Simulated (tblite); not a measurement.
# C₆H₉NOSi: geometry relaxation (part 1 of 2)

System: C₆H₉NOSi.
Method: GFN2-xTB geometry optimisation, gas phase (tblite 0.8.0).

It belongs to a series of runs on one base structure; here: constitutional isomer.

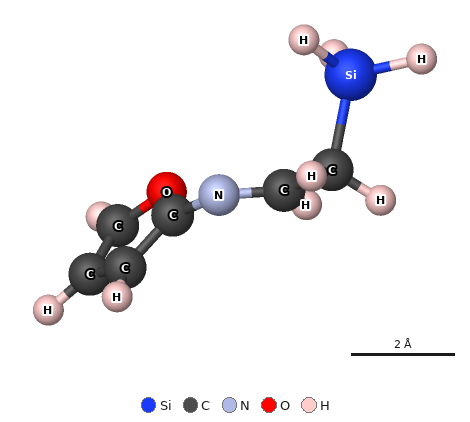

Fig. 1: The starting structure (ball-and-stick view, seen at a tilt). Bond lengths as drawn: C–C 1.38 to 1.48 Å, C–H 1.07 to 1.12 Å, C–N 1.27 to 1.43 Å, C–O 1.30 to 1.33 Å, C–Si 1.89 Å and H–Si 1.46 to 1.48 Å.

Summary

- outcome: converged
- total energy: −710.9671 eV
- hardware: 1 CPU thread, shared host
- wall time: 0.85 s
- peak memory: 0.18 GiB

Input
```
{"job": {"kind": "relax", "xc": "GFN2-xTB", "basis": "xTB"}, "charge": 0, "multiplicity": 1}
Si     3.403100    -0.306700     0.034400
C      2.221400     0.273100    -1.316700
C      0.878300     0.459800    -0.736200
N     -0.060000    -0.393100    -0.758800
C     -1.361500    -0.205600    -0.195000
C     -2.512700    -0.423100    -0.944100
C     -3.572600    -0.136000    -0.115200
C     -3.026100     0.245500     1.104600
O     -1.705200     0.182200     0.995100
H      4.737100     0.248900    -0.147800
H      3.476600    -1.784100    -0.091500
H      2.806600     0.069700     1.323100
H      2.273100    -0.500800    -2.085900
H      2.560300     1.261200    -1.730600
H      0.659900     1.438000    -0.277000
H     -2.560400    -0.751600    -1.961600
H     -4.635200    -0.197600    -0.354400
H     -3.591200     0.526800     1.981200
```

The first line tells a small driver script what to run in tblite; the rest is the geometry in Å.

Run as:
```bash
OMP_NUM_THREADS=1 python <driver script> task.json out
```

The program's output
```
step      E/eV     max force
  0    -710.34614    3.399
  1    -710.60185    0.593
  2    -710.62767    0.495
  3    -710.67428    0.522
  4    -710.69758    0.475
  5    -710.71837    0.394
  6    -710.73667    0.431
  7    -710.75414    0.389
  8    -710.76890    0.397
  9    -710.77844    0.189
 10    -710.78437    0.201
 11    -710.79108    0.259
 12    -710.80051    0.377
 13    -710.81053    0.305
 14    -710.81845    0.207
 15    -710.82371    0.205
 16    -710.82824    0.221
 17    -710.83447    0.244
 18    -710.84200    0.263
 19    -710.84909    0.273
 20    -710.85565    0.209
 21    -710.86246    0.255
 22    -710.86911    0.266
 23    -710.87569    0.230
 24    -710.88194    0.200
 25    -710.88741    0.213
 26    -710.89176    0.187
 27    -710.89475    0.207
 28    -710.89797    0.159
 29    -710.90224    0.158
 30    -710.90537    0.170
 31    -710.90800    0.105
 32    -710.90945    0.094
 33    -710.91046    0.079
 34    -710.91136    0.087
 35    -710.91209    0.070
 36    -710.91263    0.054
 37    -710.91311    0.056
 38    -710.91362    0.072
 39    -710.91413    0.060
 40    -710.91461    0.049
 41    -710.91513    0.050
 42    -710.91585    0.076
 43    -710.91683    0.097
 44    -710.91789    0.094
 45    -710.91883    0.075
 46    -710.91967    0.068
 47    -710.92063    0.079
 48    -710.92185    0.094
 49    -710.92320    0.073
 50    -710.92443    0.082
 51    -710.92563    0.093
 52    -710.92706    0.098
 53    -710.92887    0.118
 54    -710.93106    0.127
 55    -710.93345    0.109
 56    -710.93587    0.117
 57    -710.93794    0.153
 58    -710.94024    0.160
 59    -710.94243    0.111
 60    -710.94419    0.093
 61    -710.94522    0.083
 62    -710.94673    0.100
 63    -710.94794    0.076
 64    -710.94894    0.072
 65    -710.94965    0.070
 66    -710.95043    0.108
 67    -710.95145    0.125
 68    -710.95284    0.094
 69    -710.95384    0.076
 70    -710.95455    0.070
 71    -710.95562    0.091
 72    -710.95672    0.089
 73    -710.95770    0.059
 74    -710.95844    0.068
 75    -710.95913    0.062
 76    -710.95978    0.072
 77    -710.96055    0.080
 78    -710.96146    0.069
 79    -710.96247    0.075
 80    -710.96326    0.070
 81    -710.96400    0.062
 82    -710.96446    0.050
 83    -710.96479    0.050
 84    -710.96509    0.044
 85    -710.96539    0.041
 86    -710.96562    0.038
 87    -710.96576    0.025
 88    -710.96585    0.025
 89    -710.96592    0.023
 90    -710.96601    0.027
 91    -710.96615    0.032
 92    -710.96632    0.036
 93    -710.96647    0.035
 94    -710.96658    0.024
 95    -710.96665    0.022
 96    -710.96673    0.020
 97    -710.96679    0.022
 98    -710.96685    0.021
 99    -710.96690    0.015
100    -710.96695    0.018
101    -710.96699    0.017
102    -710.96701    0.012
103    -710.96703    0.013
104    -710.96704    0.011
105    -710.96705    0.010
106    -710.96706    0.009
```

Trajectory as extended XYZ (Å, eV, eV/Å), 27 of the 107 frames kept, from step=0 to step=106
```
18
Properties=species:S:1:pos:R:3:forces:R:3 step=0 energy=-710.34614
Si    3.4031   -0.3067    0.0344    0.1620  -0.7080   0.6860
C     2.2214    0.2731   -1.3167   -0.1380   0.9080  -0.5610
C     0.8783    0.4598   -0.7362   -0.9450   0.2290   0.1080
N    -0.0600   -0.3931   -0.7588   -1.0800  -0.1900   0.8110
C    -1.3615   -0.2056   -0.1950    1.0000  -0.7210  -3.1680
C    -2.5127   -0.4231   -0.9441    0.9770  -0.4140  -0.7230
C    -3.5726   -0.1360   -0.1152   -1.1990   0.4310   1.2010
C    -3.0261    0.2455    1.1046   -1.6020  -0.4770  -1.3580
O    -1.7052    0.1822    0.9951    1.2370   1.0230   2.5570
H     4.7371    0.2489   -0.1478    0.0640   0.1200  -0.0200
H     3.4766   -1.7841   -0.0915    0.0060   0.3540   0.1280
H     2.8066    0.0697    1.3231    0.2130  -0.0160  -0.0270
H     2.2731   -0.5008   -2.0859   -0.3860   0.3110  -0.0620
H     2.5603    1.2612   -1.7306   -0.2890  -0.9230   0.2220
H     0.6599    1.4380   -0.2770    0.5070   0.0710   0.0600
H    -2.5604   -0.7516   -1.9616    0.0900  -0.0030  -0.0240
H    -4.6352   -0.1976   -0.3544    0.6110   0.0620   0.1470
H    -3.5912    0.5268    1.9812    0.7710  -0.0570   0.0240
18
Properties=species:S:1:pos:R:3:forces:R:3 step=4 energy=-710.69758
Si    3.4030   -0.3361    0.0654   -0.1470   0.3170  -0.2650
C     2.1772    0.2825   -1.3064    0.2240  -0.1720   0.1200
C     0.8278    0.4721   -0.7405    0.3420   0.2650   0.1950
N    -0.0837   -0.4023   -0.7322   -0.2400   0.0090  -0.0510
C    -1.3557   -0.2048   -0.2463    0.0670  -0.1430  -0.1930
C    -2.4992   -0.4455   -0.9625   -0.0440  -0.0550  -0.2640
C    -3.5791   -0.1347   -0.1139   -0.0550  -0.0340   0.1300
C    -3.0324    0.2319    1.0751    0.0450   0.0560  -0.1410
O    -1.6790    0.2142    1.0073    0.0580   0.0430  -0.0830
H     4.7334    0.2574   -0.1476   -0.1710  -0.0150   0.0120
H     3.4788   -1.7746   -0.0775    0.0300  -0.2680   0.0700
H     2.8278    0.0699    1.3356    0.0720   0.0240   0.2280
H     2.2234   -0.4635   -2.0941   -0.3260  -0.0820  -0.0640
H     2.5424    1.2187   -1.7259   -0.0850   0.0560   0.1030
H     0.7001    1.4550   -0.2656   -0.0950   0.0400   0.0400
H    -2.5539   -0.7606   -1.9852    0.0560  -0.0330   0.0540
H    -4.6228   -0.1939   -0.3485    0.0170  -0.0140   0.0070
H    -3.5170    0.5207    1.9866    0.2520   0.0060   0.1010
18
Properties=species:S:1:pos:R:3:forces:R:3 step=8 energy=-710.76890
Si    3.3780   -0.3324    0.0617    0.0690  -0.3060   0.2440
C     2.1653    0.2632   -1.2905   -0.1480   0.1410  -0.1240
C     0.8317    0.4931   -0.7045   -0.0130  -0.0030   0.0140
N    -0.0869   -0.3757   -0.7464    0.0830   0.0080  -0.2570
C    -1.3593   -0.2149   -0.2858    0.0070   0.1070  -0.0830
C    -2.5095   -0.4630   -0.9914    0.0580   0.0430   0.1750
C    -3.5757   -0.1487   -0.1169    0.0270  -0.0020  -0.0830
C    -3.0058    0.2427    1.0527    0.0750   0.0430   0.0810
O    -1.6589    0.2324    0.9596    0.0680  -0.0550  -0.0580
H     4.6990    0.2650   -0.1480   -0.0340   0.0390  -0.0450
H     3.4844   -1.7955   -0.0486   -0.0350   0.1700   0.0750
H     2.8646    0.0719    1.3789    0.0850  -0.0470  -0.1200
H     2.1186   -0.4555   -2.1062   -0.0650  -0.1060   0.1130
H     2.5171    1.2050   -1.7027    0.0900   0.1070  -0.0190
H     0.7058    1.4803   -0.2423   -0.0900  -0.0240   0.1390
H    -2.5433   -0.7823   -2.0096   -0.1080  -0.0850  -0.0400
H    -4.6207   -0.1962   -0.3426   -0.0340  -0.0540   0.0400
H    -3.4133    0.5171    2.0063   -0.0350   0.0230  -0.0530
18
Properties=species:S:1:pos:R:3:forces:R:3 step=12 energy=-710.80051
Si    3.3724   -0.3560    0.0774   -0.0660   0.2690  -0.2560
C     2.1539    0.2762   -1.2889    0.1240  -0.0240   0.1390
C     0.8307    0.5084   -0.6934    0.0010   0.0770  -0.0990
N    -0.0849   -0.3583   -0.8050   -0.1300   0.0870  -0.0130
C    -1.3500   -0.2023   -0.3207   -0.0410  -0.0900  -0.0460
C    -2.5106   -0.4684   -0.9980   -0.0380  -0.0080  -0.1440
C    -3.5673   -0.1500   -0.1169   -0.0630  -0.0140   0.0460
C    -2.9799    0.2494    1.0442    0.0510  -0.0230   0.0290
O    -1.6333    0.2350    0.9319    0.0200   0.0920  -0.0230
H     4.6732    0.2736   -0.1581    0.0270  -0.0070  -0.0400
H     3.4799   -1.7976   -0.0200   -0.0180  -0.2140   0.0160
H     2.8936    0.0642    1.3859   -0.0540   0.0090   0.1320
H     2.0616   -0.4695   -2.0823    0.1020   0.1320   0.1160
H     2.5265    1.2170   -1.6977    0.0290  -0.1320  -0.0260
H     0.6871    1.4787   -0.1966   -0.0080  -0.1310   0.1200
H    -2.5642   -0.8067   -2.0128   -0.0800  -0.0190   0.0500
H    -4.6197   -0.2103   -0.3288    0.1420  -0.0250   0.0820
H    -3.3779    0.5228    2.0033    0.0020   0.0230  -0.0840
18
Properties=species:S:1:pos:R:3:forces:R:3 step=16 energy=-710.82824
Si    3.3622   -0.3543    0.0716    0.0810  -0.0780   0.1900
C     2.1506    0.2923   -1.2662   -0.0410  -0.0110  -0.0350
C     0.8197    0.5323   -0.6979   -0.0080  -0.0720   0.1090
N    -0.0992   -0.3225   -0.8746    0.0190   0.0390  -0.0550
C    -1.3504   -0.1980   -0.3638   -0.0130   0.0380  -0.0400
C    -2.5220   -0.4735   -1.0156   -0.0440  -0.0440   0.0120
C    -3.5543   -0.1558   -0.1092   -0.0370  -0.0840  -0.0100
C    -2.9448    0.2509    1.0352   -0.0190   0.0600   0.0190
O    -1.6038    0.2535    0.8934   -0.0250   0.0270  -0.0750
H     4.6568    0.2817   -0.1794    0.0460  -0.0430  -0.0410
H     3.4682   -1.8179    0.0124   -0.0440   0.1620  -0.0300
H     2.9151    0.0547    1.4055   -0.0220  -0.0110  -0.0330
H     2.0322   -0.4616   -2.0394    0.1520  -0.0260  -0.1310
H     2.5459    1.2075   -1.7016    0.0070   0.0240  -0.0090
H     0.6690    1.4511   -0.1219    0.0420   0.0180   0.0890
H    -2.6061   -0.8387   -2.0152   -0.0430  -0.0160  -0.0680
H    -4.6035   -0.2315   -0.2971   -0.0990  -0.0220   0.0640
H    -3.3444    0.5359    1.9872    0.0470   0.0410   0.0430
18
Properties=species:S:1:pos:R:3:forces:R:3 step=20 energy=-710.85565
Si    3.3703   -0.3481    0.0974   -0.0210   0.1180  -0.1040
C     2.1532    0.2984   -1.2475    0.0850  -0.0160  -0.0070
C     0.8182    0.5388   -0.6747    0.0620  -0.0510  -0.1220
N    -0.1188   -0.2699   -0.9530   -0.0290  -0.0870  -0.0100
C    -1.3636   -0.1874   -0.4232   -0.0180   0.1840  -0.0620
C    -2.5523   -0.4939   -1.0353    0.0100  -0.0570   0.0410
C    -3.5570   -0.1870   -0.0930   -0.0880   0.0540  -0.0290
C    -2.9211    0.2664    1.0218   -0.0400  -0.0350  -0.0550
O    -1.5882    0.2872    0.8331   -0.0340   0.0160   0.0140
H     4.6628    0.2709   -0.2137    0.0150  -0.0640   0.0640
H     3.4418   -1.8025    0.0306    0.0100  -0.0610  -0.0220
H     2.9201    0.0463    1.4282    0.0070   0.0650   0.0500
H     2.0685   -0.4516   -2.0343   -0.0560  -0.0060   0.0420
H     2.5640    1.1980   -1.7034   -0.0640   0.1280   0.1450
H     0.6702    1.4108   -0.0200    0.1550  -0.1360  -0.0350
H    -2.6645   -0.8723   -2.0321   -0.0260   0.0240   0.1040
H    -4.6141   -0.2624   -0.2394   -0.0560  -0.0830   0.0380
H    -3.2982    0.5647    1.9821    0.0870   0.0090  -0.0500
18
Properties=species:S:1:pos:R:3:forces:R:3 step=24 energy=-710.88194
Si    3.3756   -0.3293    0.1070    0.0040  -0.1300   0.0460
C     2.1692    0.2985   -1.2430   -0.0790   0.0280  -0.0260
C     0.8272    0.5179   -0.6815   -0.0560  -0.0540   0.0300
N    -0.1346   -0.2484   -1.0028   -0.0200   0.0940  -0.0370
C    -1.3801   -0.1455   -0.4704   -0.0040  -0.1600   0.0580
C    -2.5765   -0.5122   -1.0361   -0.0480   0.1860  -0.0560
C    -3.5775   -0.2019   -0.0871    0.0780  -0.0270   0.0480
C    -2.9188    0.2726    1.0048    0.0340   0.0500   0.0600
O    -1.5925    0.3202    0.7918    0.0050   0.1000  -0.0610
H     4.6821    0.2449   -0.2194    0.0280  -0.0010   0.0860
H     3.4243   -1.7896    0.0313    0.0090   0.0150   0.0190
H     2.9221    0.0590    1.4460    0.0700   0.0610  -0.0830
H     2.0995   -0.4452   -2.0350    0.0000   0.0340  -0.0490
H     2.5579    1.2241   -1.6684   -0.0430   0.0290   0.0620
H     0.7161    1.3479    0.0330    0.0180  -0.1010  -0.0710
H    -2.7095   -0.8894   -2.0266   -0.0110  -0.0600  -0.0400
H    -4.6402   -0.3059   -0.1915    0.0910  -0.0830  -0.0190
H    -3.2532    0.5887    1.9718   -0.0750   0.0200   0.0330
18
Properties=species:S:1:pos:R:3:forces:R:3 step=29 energy=-710.90224
Si    3.3815   -0.3357    0.1144   -0.0800   0.0170  -0.1140
C     2.1688    0.2999   -1.2376    0.0490  -0.0360  -0.0150
C     0.8213    0.4943   -0.6825    0.1510   0.0450   0.0020
N    -0.1589   -0.2139   -1.0664   -0.0820  -0.0920  -0.0180
C    -1.3947   -0.1281   -0.5104    0.0090   0.1000  -0.0360
C    -2.6005   -0.4971   -1.0535    0.0100  -0.0830   0.0550
C    -3.5748   -0.2170   -0.0703   -0.0320   0.0320  -0.0150
C    -2.9043    0.2934    0.9985   -0.0030   0.0090  -0.0090
O    -1.5870    0.3665    0.7454    0.0250   0.0160   0.0390
H     4.6955    0.2227   -0.2023    0.0450   0.0050   0.0370
H     3.4108   -1.7907    0.0442    0.0060  -0.0940   0.0270
H     2.9460    0.0854    1.4437    0.0180   0.0550   0.0150
H     2.1207   -0.4265   -2.0488    0.0090   0.1020  -0.0460
H     2.5456    1.2493   -1.6267   -0.0430  -0.0770   0.0420
H     0.7412    1.2741    0.0822   -0.1090   0.0140   0.0630
H    -2.7554   -0.9190   -2.0247    0.0170   0.0250   0.0130
H    -4.6325   -0.3666   -0.1506    0.0090  -0.0290   0.0090
H    -3.2320    0.6154    1.9688    0.0030  -0.0080  -0.0480
18
Properties=species:S:1:pos:R:3:forces:R:3 step=33 energy=-710.91046
Si    3.3804   -0.3438    0.1073    0.0460  -0.0350   0.0350
C     2.1703    0.2931   -1.2378   -0.0140   0.0300   0.0050
C     0.8220    0.4776   -0.6820   -0.0600  -0.0030   0.0070
N    -0.1699   -0.2038   -1.0935    0.0570   0.0410   0.0360
C    -1.4016   -0.1026   -0.5319    0.0060  -0.0430   0.0260
C    -2.6079   -0.4998   -1.0536    0.0210  -0.0100   0.0160
C    -3.5746   -0.2204   -0.0636   -0.0010  -0.0300  -0.0030
C    -2.8984    0.3078    0.9929   -0.0050  -0.0170  -0.0180
O    -1.5844    0.3948    0.7264   -0.0290   0.0280  -0.0330
H     4.7074    0.2083   -0.1801   -0.0140  -0.0270  -0.0210
H     3.4057   -1.8041    0.0551   -0.0110   0.0050   0.0260
H     2.9644    0.1123    1.4357   -0.0080  -0.0020  -0.0410
H     2.1333   -0.3989   -2.0770   -0.0220   0.0140  -0.0260
H     2.5311    1.2562   -1.5965    0.0550   0.0490  -0.0100
H     0.7360    1.2345    0.1091   -0.0380  -0.0510  -0.0170
H    -2.7720   -0.9282   -2.0205    0.0320   0.0170   0.0140
H    -4.6267   -0.4052   -0.1296   -0.0290   0.0160   0.0220
H    -3.2238    0.6288    1.9633    0.0120   0.0180  -0.0180
18
Properties=species:S:1:pos:R:3:forces:R:3 step=37 energy=-710.91311
Si    3.3835   -0.3509    0.1076   -0.0370   0.0170  -0.0350
C     2.1709    0.2996   -1.2352    0.0080   0.0160  -0.0040
C     0.8196    0.4775   -0.6803    0.0370   0.0000  -0.0010
N    -0.1715   -0.1932   -1.1078   -0.0350  -0.0420  -0.0130
C    -1.4023   -0.0997   -0.5416   -0.0060   0.0080  -0.0010
C    -2.6095   -0.5067   -1.0529   -0.0070  -0.0110  -0.0130
C    -3.5747   -0.2296   -0.0606    0.0090  -0.0140   0.0060
C    -2.8945    0.3110    0.9864   -0.0140   0.0270   0.0070
O    -1.5846    0.4111    0.7107    0.0050  -0.0210   0.0290
H     4.7094    0.1983   -0.1829    0.0150  -0.0310  -0.0320
H     3.3994   -1.8108    0.0686   -0.0100  -0.0050   0.0110
H     2.9698    0.1193    1.4296   -0.0160   0.0020   0.0030
H     2.1313   -0.3834   -2.0836   -0.0110   0.0350   0.0200
H     2.5399    1.2644   -1.5876    0.0020   0.0030   0.0330
H     0.7234    1.2099    0.1293    0.0210   0.0200   0.0140
H    -2.7765   -0.9332   -2.0185    0.0250  -0.0300  -0.0300
H    -4.6283   -0.4172   -0.1128    0.0220   0.0010  -0.0050
H    -3.2139    0.6401    1.9553   -0.0100   0.0260   0.0110
18
Properties=species:S:1:pos:R:3:forces:R:3 step=41 energy=-710.91513
Si    3.3811   -0.3538    0.1011    0.0130  -0.0130   0.0230
C     2.1715    0.3076   -1.2357   -0.0210  -0.0070   0.0070
C     0.8193    0.4724   -0.6799   -0.0270   0.0250   0.0150
N    -0.1737   -0.1969   -1.1093    0.0350   0.0340   0.0130
C    -1.4039   -0.0987   -0.5411    0.0190  -0.0340   0.0060
C    -2.6088   -0.5136   -1.0525    0.0130  -0.0030   0.0180
C    -3.5733   -0.2378   -0.0583   -0.0100   0.0470  -0.0130
C    -2.8983    0.3184    0.9844    0.0340  -0.0280   0.0000
O    -1.5876    0.4164    0.7099    0.0240   0.0000  -0.0180
H     4.7152    0.1784   -0.1913   -0.0170  -0.0300  -0.0300
H     3.3924   -1.8148    0.0783   -0.0250   0.0090  -0.0040
H     2.9670    0.1269    1.4202    0.0000   0.0010  -0.0050
H     2.1300   -0.3624   -2.0919    0.0190  -0.0020  -0.0320
H     2.5454    1.2762   -1.5710   -0.0320   0.0160   0.0180
H     0.7222    1.1979    0.1361    0.0140   0.0200   0.0100
H    -2.7657   -0.9406   -2.0215   -0.0020  -0.0180   0.0450
H    -4.6263   -0.4240   -0.1066   -0.0160  -0.0200  -0.0230
H    -3.2153    0.6548    1.9526   -0.0200   0.0040  -0.0290
18
Properties=species:S:1:pos:R:3:forces:R:3 step=45 energy=-710.91883
Si    3.3749   -0.3623    0.0915    0.0170  -0.0120   0.0190
C     2.1679    0.3224   -1.2356    0.0330   0.0100   0.0130
C     0.8184    0.4761   -0.6734    0.0120  -0.0080   0.0080
N    -0.1690   -0.1988   -1.1054   -0.0090   0.0070   0.0170
C    -1.3980   -0.1103   -0.5342    0.0010   0.0230   0.0190
C    -2.6014   -0.5286   -1.0447    0.0280   0.0030  -0.0120
C    -3.5716   -0.2369   -0.0597    0.0270  -0.0540  -0.0210
C    -2.8962    0.3234    0.9814   -0.0410   0.0150  -0.0350
O    -1.5843    0.4193    0.7102   -0.0380  -0.0050   0.0180
H     4.7194    0.1303   -0.2231   -0.0320  -0.0080  -0.0070
H     3.3689   -1.8217    0.0951   -0.0490  -0.0270  -0.0240
H     2.9598    0.1392    1.4022    0.0390   0.0120   0.0100
H     2.1311   -0.3220   -2.1122    0.0090   0.0130   0.0080
H     2.5441    1.3014   -1.5348   -0.0210   0.0280  -0.0270
H     0.7220    1.1923    0.1511    0.0010   0.0130  -0.0040
H    -2.7424   -0.9632   -2.0125   -0.0540  -0.0290   0.0440
H    -4.6238   -0.4375   -0.1084    0.0460   0.0320  -0.0130
H    -3.2285    0.6831    1.9363    0.0310  -0.0130  -0.0150
18
Properties=species:S:1:pos:R:3:forces:R:3 step=49 energy=-710.92320
Si    3.3689   -0.3766    0.0878   -0.0510  -0.0060  -0.0440
C     2.1706    0.3444   -1.2295   -0.0160   0.0360  -0.0070
C     0.8213    0.4808   -0.6616    0.0270   0.0060   0.0070
N    -0.1637   -0.1907   -1.1042    0.0420  -0.0150   0.0320
C    -1.3908   -0.1150   -0.5305   -0.0030   0.0120  -0.0310
C    -2.5886   -0.5472   -1.0405   -0.0230  -0.0390   0.0120
C    -3.5631   -0.2505   -0.0648   -0.0140   0.0210   0.0420
C    -2.8984    0.3337    0.9679    0.0220   0.0110   0.0410
O    -1.5860    0.4273    0.7062    0.0210   0.0450  -0.0250
H     4.7152    0.0741   -0.2645    0.0320   0.0060   0.0150
H     3.3224   -1.8366    0.1085   -0.0580   0.0070  -0.0250
H     2.9697    0.1560    1.3912    0.0700   0.0010   0.0210
H     2.1340   -0.2726   -2.1270    0.0180   0.0210   0.0530
H     2.5357    1.3371   -1.5005    0.0250  -0.0260  -0.0090
H     0.7252    1.1842    0.1758   -0.0080  -0.0230  -0.0330
H    -2.7407   -1.0056   -1.9928    0.0140  -0.0410  -0.0590
H    -4.6127   -0.4494   -0.1117   -0.0560  -0.0090  -0.0400
H    -3.2277    0.7128    1.9140   -0.0420  -0.0080   0.0520
```
